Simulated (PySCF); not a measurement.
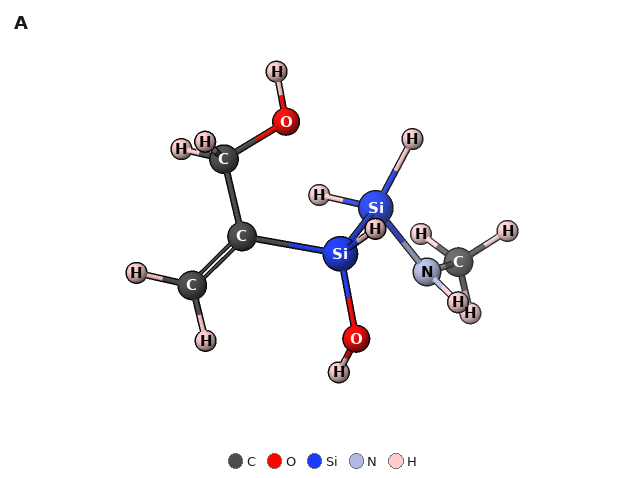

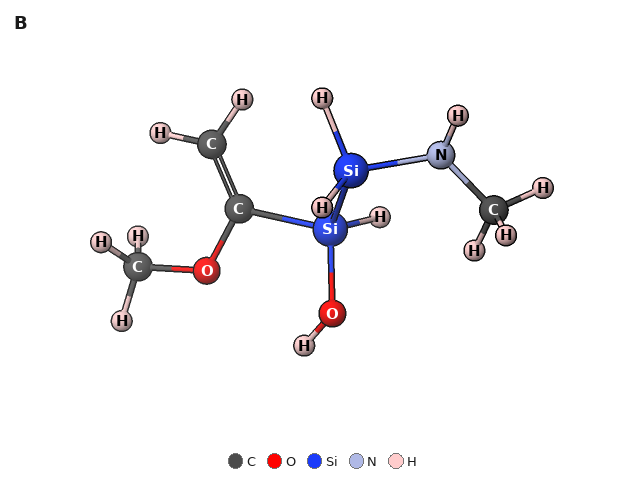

2 stationary structures of one formula. Geometries: GFN2-xTB. Electronic energies: PBE0/pcSseg-1 (PySCF 2.14.0), without zero-point energy. No frequency run is at hand to confirm each as a minimum. Each is one conformer, not always the lowest.

### How are they related?

They are constitutional isomers of C4H13NO2Si2: A `C=C(CO)[Si@@H](O)[SiH2]NC`, B `C=C(OC)[Si@H](O)[SiH2]NC`.

### Rank them by energy, lowest first.

A is lowest; B lies 0.231 eV above it.

The geometry is semi-empirical. Around Si such bond lengths and angles can be off by a tenth of an ångström or more and by several degrees, and values that hang on the shape move with them.
